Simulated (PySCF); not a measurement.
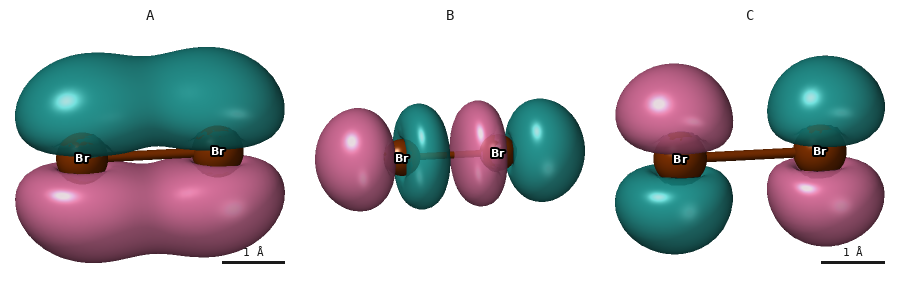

Figure 1: Br₂. Three frontier orbitals, each drawn at the value that holds 80 % of its norm (teal and pink are the two phases), in no order; of a degenerate pair one member is drawn.

Level of theory: PySCF, PBE0/def2-TZVPPD, non-relativistic Hamiltonian with scalar-relativistic core potentials where named, at a bond length of 2.285 Å.

### Label each orbital by symmetry, say whether it is occupied, and order them by energy.

Orbital A: πu, occupied, −10.41 eV; with no node between the nuclei, bonding.
Orbital C: πg, occupied, −8.14 eV; antibonding, with a node between the atoms.
Orbital B: σu, empty, −3.59 eV; antibonding, with a node between the atoms.
